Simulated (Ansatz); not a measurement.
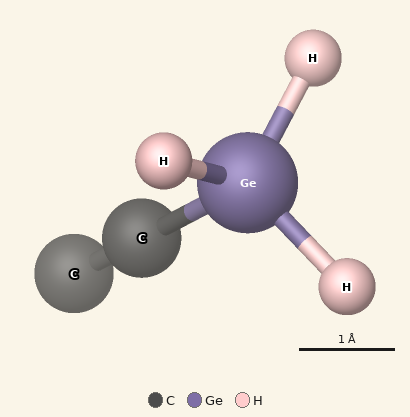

*The structure as given in the input (ball-and-stick view, seen at a tilt). Sticks mark near contacts.*

Bond lengths as drawn: C–C 1.22 Å, C–Ge 1.91 Å and Ge–H 1.54 Å.

Frequency calculation, with input and output: C2H3Ge

C2H3Ge, multiplicity 2, computed with B3LYP/6-31G*, UKS (Ansatz 0.2.0).

The geometry was optimised with B3LYP/6-31G*.

**Input**
```yaml
crystal:
  periodic: [false, false, false]
  atoms:
    - {symbol: C, position_ang: [1.069436, -2.005829, 1.134259]}
    - {symbol: C, position_ang: [0.557477, -1.044443, 0.584483]}
    - {symbol: Ge, position_ang: [-0.242866, 0.458633, -0.276376]}
    - {symbol: H, position_ang: [-1.488995, -0.024349, -1.041435]}
    - {symbol: H, position_ang: [0.784204, 1.067072, -1.249184]}
    - {symbol: H, position_ang: [-0.637057, 1.484917, 0.801953]}
basis:
  gaussian:
    orbitals: "6-31G*"
magnetization:
  spin_polarized: true
  initial_magnetization: 1
total_charge: 0
phonons:
  temperatures: {t_min: 298.15, t_max: 298.15, t_step: 1}
hamiltonian:
  xc: {name: B3LYP}
```

Run on 1 thread of Arm Neoverse V2, 112 GiB of memory available, shared host.

Launch command:
```bash
ansatz run in.yaml --threads 1 --pin off --max-ram 3480MiB --events-out events.jsonl --progress --plain --runs-dir runs
```

**What the program printed**
```
Functional definition: B3LYP
  name "B3LYP"
  parameter a0 = 0.2
  parameter ax = 0.72
  parameter ac = 0.81
  exchange = (1 - a0 - ax)*slater_x + ax*b88_x + a0*exact_x
  correlation = (1 - ac)*vwn_rpa_c + ac*lyp_c
780 factors; integrals over basis functions are off by at most 2.9e-4 eV
mean field evaluation 1: about -58625.8754 eV, gradient 2.7e1 eV
mean field evaluation 2: about -58621.7374 eV, gradient 3.9e1 eV
mean field evaluation 4: about -58629.1826 eV, gradient 1.8e0 eV
mean field evaluation 8: about -58629.2151 eV, gradient 1.4e-1 eV
mean field evaluation 16: about -58629.2160 eV, gradient 2.3e-4 eV
mean field evaluation 32: about -58628.6555 eV, gradient 8.0e0 eV
mean field -58629.21601527 eV, -2154.5839482511 hartree, gradient 1.4e-6 eV, S^2 0.774186; 4 other end points of the search recorded, 0 dependent functions left out
the calculation of the forces begins
reference -58629.21624579 eV, -2154.5839567229 hartree; 24, 23 occupied and 47, 48 virtual orbitals, 780 factors
these checks for a lower state are left out or cut short: stability, starts, cluster_reference, orbital_swaps, neighbouring_geometries, increment
780 factors; integrals over basis functions are off by at most 2.9e-4 eV
mean field -58629.21596132 eV, -2154.5839462685 hartree, gradient 2.2e-6 eV, S^2 0.774326; 0 other end points of the search recorded, 0 dependent functions left out
[... from here on the field's lines of each further geometry are left out, up to the last ...]
the calculation of the forces begins
reference -58629.21621687 eV, -2154.5839556600 hartree; 24, 23 occupied and 47, 48 virtual orbitals, 780 factors
these checks for a lower state are left out or cut short: stability, starts, cluster_reference, orbital_swaps, neighbouring_geometries, increment
780 factors; integrals over basis functions are off by at most 2.9e-4 eV
mean field -58629.21598684 eV, -2154.5839472066 hartree, gradient 2.9e-6 eV, S^2 0.774187; 0 other end points of the search recorded, 0 dependent functions left out
the calculation of the forces begins
reference -58629.21621737 eV, -2154.5839556782 hartree; 24, 23 occupied and 47, 48 virtual orbitals, 780 factors
Total energy: -58629.21624579 eV, -2154.5839567229 hartree
Atom 0 at     1.069436    -2.005829     1.134259 Å, force    -0.000081     0.000161    -0.000025 eV/Å
Atom 1 at     0.557477    -1.044443     0.584483 Å, force     0.000844    -0.001598     0.000808 eV/Å
Atom 2 at    -0.242866     0.458633    -0.276376 Å, force    -0.000919     0.001738    -0.000952 eV/Å
Atom 3 at    -1.488995    -0.024349    -1.041435 Å, force     0.000190     0.000018     0.000128 eV/Å
Atom 4 at     0.784204     1.067072    -1.249184 Å, force    -0.000114    -0.000130     0.000158 eV/Å
Atom 5 at    -0.637057     1.484917     0.801953 Å, force     0.000079    -0.000188    -0.000117 eV/Å
Dipole moment:    -0.097151     0.182431    -0.104329 e Å
Vibrations: 76.32 76.62 516.67 582.82 582.91 846.49 873.91 873.92 2133.14 2142.97 2142.98 2157.06 cm⁻¹, zero-point energy 0.806256 eV
```

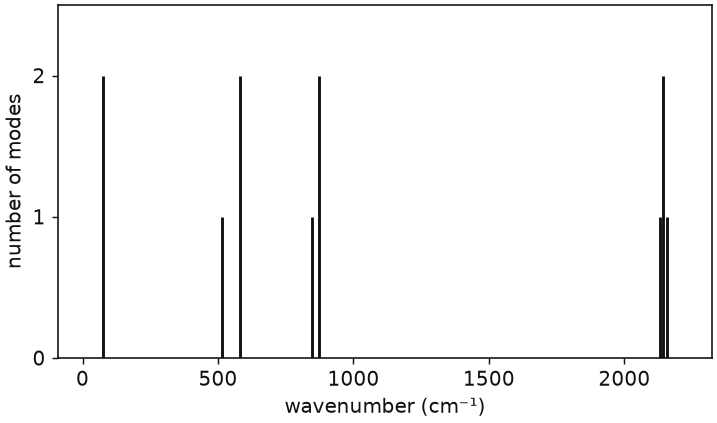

*Harmonic vibrational wavenumbers from the force constants; neighbouring modes closer than 9 cm⁻¹ are counted in one stick.*

12 modes from 76 to 2157 cm⁻¹, none imaginary.

**Summary**

| quantity | value |
| --- | --- |
| outcome | converged |
| total energy | −2154.583957 hartree |
| basis functions | 71 |
| largest force | 0.002 eV/Å |
| ⟨S²⟩ | 0.774 |
| zero-point energy | 0.029629 hartree |
| dipole moment | 1.11 D |
| wavenumbers, lowest and highest | 76 and 2157 cm⁻¹ |
| wall time | 98 s |
| peak memory | 0.19 GiB |
